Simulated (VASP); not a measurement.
Band structure of Sc (hcp). All values below come from MS2 meta-GGA, VASP's PBE PAW potentials (set 64) (plane waves; VASP).

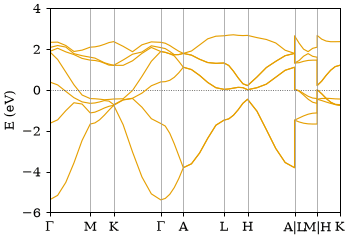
Bands along high-symmetry lines, zero at the valence-band maximum or, without a gap, the Fermi level

Read the plot: is there a gap, and where are the band edges?

It has no gap at this level: it comes out as a metal or semimetal.

The compound is Sc in the hcp structure. It was relaxed first.
